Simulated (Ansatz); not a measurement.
Run report: C2H7GeOP, geometry relaxation (part 2 of 2)

The same run, continued: C2H7GeOP, SMILES C=[CH][GeH2][O]P; RKS LDA/def2-SVP (Ansatz 0.2.0). It belongs to a series of runs on one base structure; here: end point A relaxed.

Geometry of the input (Å):
```
C  -0.2501  1.6260  1.8105
C  -0.2501  0.4621  1.2341
Ge -0.6130  0.2425  -0.6612
O  0.9607  -0.3875  -1.4559
P  0.9566  -2.0800  -1.0154
H  -0.5345  2.5669  1.2077
H  -0.0773  1.7855  2.8642
H  0.0333  -0.3880  1.8303
H  -0.9374  1.6298  -1.2302
H  -1.7753  -0.7218  -0.8316
H  0.2648  -2.5289  -2.1771
H  2.2993  -2.2617  -1.5413
```

Trajectory as extended XYZ, continued
```
12
Properties=species:S:1:pos:R:3:forces:R:3 step=7 energy=-69872.47333
C    -0.1905    1.6639    1.8099   -0.0028   0.0188  -0.0029
C    -0.2964    0.4530    1.2507    0.0251  -0.0162  -0.0138
Ge   -0.7538    0.2697   -0.6032   -0.0007  -0.0042  -0.0063
O     0.5749   -0.5320   -1.5054   -0.0092  -0.0105   0.0131
P     0.9895   -2.0840   -1.0645   -0.0040   0.0009  -0.0208
H    -0.3488    2.5889    1.2210    0.0033  -0.0042   0.0055
H     0.0567    1.8030    2.8797    0.0050  -0.0093  -0.0024
H    -0.1243   -0.4586    1.8549   -0.0129  -0.0010   0.0087
H    -0.8527    1.6664   -1.2487   -0.0131  -0.0001  -0.0064
H    -2.0238   -0.5926   -0.8184   -0.0079   0.0141   0.0021
H     0.6612   -2.7916   -2.2932    0.0060   0.0075   0.0100
H     2.3851   -2.0412   -1.4488    0.0111   0.0041   0.0131
12
Properties=species:S:1:pos:R:3:forces:R:3 step=8 energy=-69872.47562
C    -0.1367    1.6411    1.7922   -0.0251  -0.0947  -0.1041
C    -0.3151    0.4369    1.2295    0.0081   0.1161   0.1090
Ge   -0.8059    0.2711   -0.6166   -0.0207   0.0063  -0.0033
O     0.5104   -0.5351   -1.5337    0.0169  -0.0812   0.0059
P     0.9737   -2.0616   -1.0473    0.0692  -0.0161  -0.1350
H    -0.2574    2.5785    1.2112    0.0175  -0.0586   0.0127
H     0.1374    1.7625    2.8575   -0.0071  -0.0181   0.0050
H    -0.1925   -0.4850    1.8328    0.0191   0.0387  -0.0114
H    -0.9073    1.6699   -1.2569    0.0036   0.0033  -0.0097
H    -2.0897   -0.5755   -0.8129    0.0123   0.0049  -0.0021
H     0.7615   -2.7991   -2.2918    0.0336   0.0986   0.1178
H     2.3985   -1.9588   -1.3300   -0.1274   0.0007   0.0152
12
Properties=species:S:1:pos:R:3:forces:R:3 step=9 energy=-69872.47709
C    -0.1353    1.6388    1.7902   -0.0155  -0.0167  -0.0463
C    -0.3155    0.4355    1.2304    0.0010   0.0263   0.0548
Ge   -0.8068    0.2712   -0.6164   -0.0163   0.0011   0.0033
O     0.5089   -0.5384   -1.5309   -0.0196  -0.0043   0.0025
P     0.9712   -2.0625   -1.0443    0.0659  -0.0339  -0.1021
H    -0.2566    2.5743    1.2073    0.0171  -0.0365   0.0105
H     0.1393    1.7612    2.8553   -0.0041  -0.0117   0.0016
H    -0.1906   -0.4854    1.8348    0.0105   0.0361  -0.0203
H    -0.9060    1.6691   -1.2593    0.0057   0.0010  -0.0016
H    -2.0916   -0.5731   -0.8133    0.0066   0.0014  -0.0027
H     0.7679   -2.7908   -2.2910    0.0068   0.0410   0.0708
H     2.3920   -1.9552   -1.3287   -0.0580  -0.0040   0.0295
12
Properties=species:S:1:pos:R:3:forces:R:3 step=10 energy=-69872.47823
C    -0.1238    1.6336    1.7831    0.0058   0.0409   0.0086
C    -0.3155    0.4332    1.2247    0.0006  -0.0074   0.0096
Ge   -0.8223    0.2705   -0.6181    0.0119  -0.0150   0.0033
O     0.4837   -0.5448   -1.5418   -0.0020  -0.0103  -0.0120
P     0.9554   -2.0649   -1.0525   -0.0100  -0.0086   0.0267
H    -0.2355    2.5710    1.2028   -0.0025  -0.0144   0.0078
H     0.1543    1.7463    2.8485    0.0072   0.0159  -0.0075
H    -0.1865   -0.4817    1.8346   -0.0145  -0.0289  -0.0222
H    -0.9156    1.6687   -1.2610    0.0010   0.0054   0.0005
H    -2.1126   -0.5662   -0.8063    0.0006  -0.0018  -0.0016
H     0.8133   -2.7825   -2.3070   -0.0066   0.0077  -0.0164
H     2.3823   -1.9382   -1.2730    0.0084   0.0163   0.0032
12
Properties=species:S:1:pos:R:3:forces:R:3 step=11 energy=-69872.47903
C    -0.1075    1.6259    1.7756    0.0091  -0.0017   0.0069
C    -0.3247    0.4275    1.2209    0.0130   0.0115   0.0189
Ge   -0.8385    0.2689   -0.6205   -0.0008  -0.0039   0.0017
O     0.4622   -0.5496   -1.5488   -0.0085   0.0048   0.0025
P     0.9468   -2.0618   -1.0482    0.0118  -0.0087  -0.0086
H    -0.2108    2.5636    1.1951    0.0017  -0.0037  -0.0022
H     0.1866    1.7360    2.8371   -0.0073   0.0129  -0.0096
H    -0.2059   -0.4895    1.8301   -0.0088  -0.0185  -0.0199
H    -0.9263    1.6691   -1.2604   -0.0015   0.0008   0.0004
H    -2.1318   -0.5632   -0.8068   -0.0012  -0.0007  -0.0019
H     0.8488   -2.7738   -2.3110    0.0024   0.0074   0.0075
H     2.3780   -1.9082   -1.2291   -0.0098  -0.0003   0.0044
12
Properties=species:S:1:pos:R:3:forces:R:3 step=12 energy=-69872.47911
C    -0.0738    1.6131    1.7613   -0.0495  -0.0808  -0.0034
C    -0.3316    0.4176    1.2142    0.0042   0.0541   0.0523
Ge   -0.8659    0.2655   -0.6222    0.0194   0.0134  -0.0065
O     0.4255   -0.5563   -1.5601   -0.0042  -0.0031   0.0032
P     0.9331   -2.0561   -1.0444    0.0652  -0.0103  -0.0784
H    -0.1552    2.5501    1.1766    0.0092  -0.0022  -0.0120
H     0.2201    1.7226    2.8231    0.0170   0.0019  -0.0192
H    -0.2426   -0.5024    1.8254    0.0013   0.0180  -0.0155
H    -0.9491    1.6682   -1.2579   -0.0037  -0.0031  -0.0003
H    -2.1643   -0.5595   -0.8031    0.0000   0.0014   0.0092
H     0.9110   -2.7578   -2.3195    0.0062   0.0285   0.0644
H     2.3698   -1.8602   -1.1592   -0.0651  -0.0178   0.0061
12
Properties=species:S:1:pos:R:3:forces:R:3 step=13 energy=-69872.47932
C    -0.0806    1.6119    1.7620    0.0622  -0.0503  -0.0139
C    -0.3383    0.4170    1.2156    0.0005   0.0295   0.0253
Ge   -0.8676    0.2661   -0.6225   -0.0037   0.0059   0.0022
O     0.4249   -0.5553   -1.5592   -0.0032   0.0063   0.0017
P     0.9324   -2.0553   -1.0452    0.0385  -0.0149  -0.0392
H    -0.1507    2.5474    1.1733   -0.0244   0.0020   0.0008
H     0.2333    1.7204    2.8181   -0.0271   0.0067  -0.0061
H    -0.2443   -0.5034    1.8250   -0.0074   0.0103  -0.0099
H    -0.9517    1.6686   -1.2585    0.0001  -0.0030   0.0011
H    -2.1661   -0.5588   -0.8023   -0.0003  -0.0023  -0.0010
H     0.9175   -2.7543   -2.3199    0.0024   0.0183   0.0363
H     2.3681   -1.8592   -1.1523   -0.0377  -0.0084   0.0028
12
Properties=species:S:1:pos:R:3:forces:R:3 step=14 energy=-69872.47948
C    -0.0785    1.6142    1.7616    0.0537  -0.0197  -0.0170
C    -0.3394    0.4189    1.2183   -0.0011   0.0145   0.0212
Ge   -0.8657    0.2646   -0.6199   -0.0264  -0.0106  -0.0004
O     0.4318   -0.5491   -1.5556    0.0130  -0.0129   0.0024
P     0.9251   -2.0586   -1.0533    0.0099   0.0031  -0.0231
H    -0.1469    2.5476    1.1694   -0.0195   0.0036   0.0013
H     0.2335    1.7272    2.8176   -0.0235  -0.0003   0.0011
H    -0.2503   -0.5001    1.8301   -0.0031   0.0023  -0.0037
H    -0.9570    1.6656   -1.2572   -0.0031   0.0025  -0.0001
H    -2.1575   -0.5729   -0.7997    0.0093   0.0140   0.0013
H     0.9202   -2.7418   -2.3350    0.0005   0.0056   0.0152
H     2.3616   -1.8705   -1.1423   -0.0097  -0.0022   0.0019
12
Properties=species:S:1:pos:R:3:forces:R:3 step=15 energy=-69872.47969
C    -0.0746    1.6134    1.7600   -0.0061   0.0021   0.0066
C    -0.3359    0.4182    1.2181   -0.0032  -0.0066  -0.0184
Ge   -0.8663    0.2646   -0.6199    0.0036   0.0016   0.0060
O     0.4303   -0.5512   -1.5563   -0.0053   0.0015   0.0022
P     0.9245   -2.0599   -1.0538    0.0028  -0.0007   0.0017
H    -0.1561    2.5474    1.1703    0.0065  -0.0001  -0.0020
H     0.2322    1.7275    2.8172   -0.0011   0.0011   0.0010
H    -0.2442   -0.5018    1.8277    0.0035   0.0004   0.0047
H    -0.9551    1.6665   -1.2558   -0.0008   0.0014  -0.0009
H    -2.1614   -0.5660   -0.7999    0.0025  -0.0007   0.0006
H     0.9230   -2.7430   -2.3344    0.0000  -0.0004  -0.0016
H     2.3606   -1.8709   -1.1392   -0.0023   0.0003   0.0002
12
Properties=species:S:1:pos:R:3:forces:R:3 step=16 energy=-69872.47971
C    -0.0742    1.6129    1.7597    0.0028   0.0026  -0.0011
C    -0.3365    0.4177    1.2179    0.0021   0.0019  -0.0012
Ge   -0.8671    0.2643   -0.6196    0.0047  -0.0018   0.0015
O     0.4287   -0.5515   -1.5567    0.0008  -0.0012  -0.0018
P     0.9246   -2.0596   -1.0542   -0.0002   0.0002  -0.0010
H    -0.1484    2.5464    1.1681   -0.0055   0.0001   0.0010
H     0.2291    1.7275    2.8179    0.0027  -0.0007  -0.0007
H    -0.2462   -0.5010    1.8296   -0.0066  -0.0029   0.0003
H    -0.9566    1.6662   -1.2558   -0.0005   0.0004   0.0006
H    -2.1615   -0.5672   -0.7990   -0.0002   0.0007   0.0018
H     0.9248   -2.7421   -2.3352   -0.0002   0.0001   0.0004
H     2.3604   -1.8688   -1.1388    0.0002   0.0005   0.0003
```

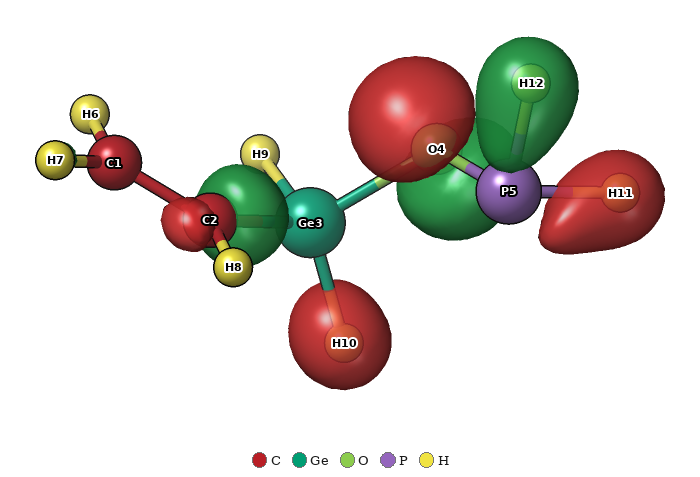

Figure 1. The HOMO−1 at ±0.15 Å⁻³ᐟ² (green and red are the two phases), seen from the side. By Hirshfeld shares it lies mainly on O4 (50 %), P5 (10 %) and Ge3 (10 %). Its energy is −6.65 eV.

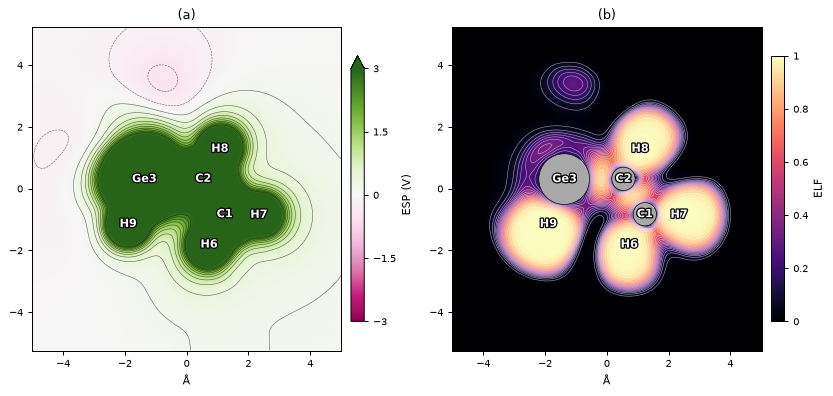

Figure 2. (a) electrostatic potential; (b) electron localisation function on the plane of atoms C1, C2 and H8. Grey discs, where drawn, cover atomic cores. The section cuts through C, Ge and H sites. C–C (1.34 Å): the ELF peaks at about 0.95 between the atoms (a double or triple bond). C–Ge (1.92 Å): the ELF peaks at about 0.95 in the valence shell of C, 0.7 Å from its nucleus, and is about 0.70 at the midpoint. Ge–H (1.54 Å): the ELF climbs to about 1 towards the hydrogen.

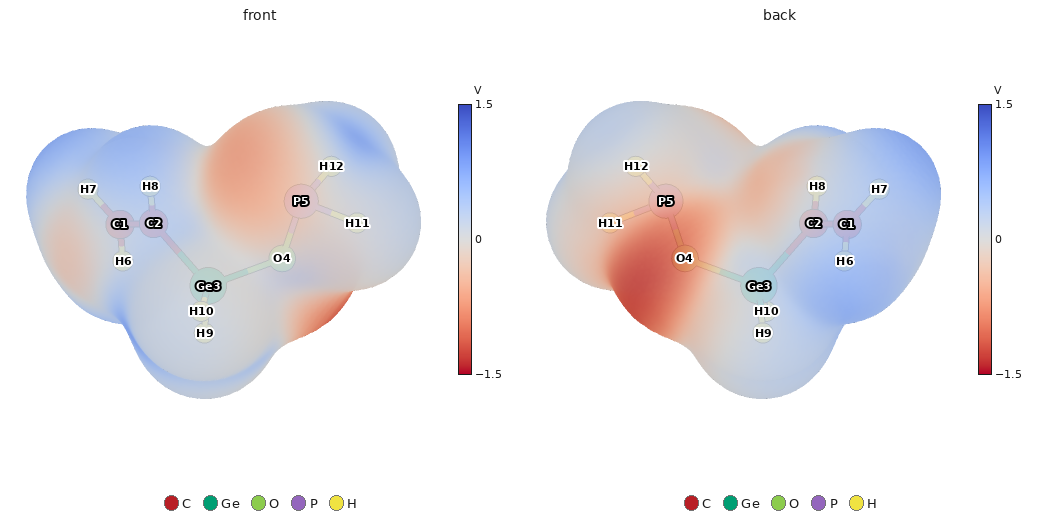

Figure 3. The molecular electrostatic potential painted on the density surface at 0.001 e/bohr³, seen at a tilt and from behind; the colour scale runs from red (negative) to blue (positive).

Key numbers

| quantity | value |
| --- | --- |
| outcome | converged |
| total energy | −69872.4797 eV |
| mean-field energy | −69872.4797 eV |
| largest force (length of the vector) at the end | 0.007 eV/Å |
| wall time | 34 s (CPU time 64 s) |
| peak memory | 0.17 GiB |
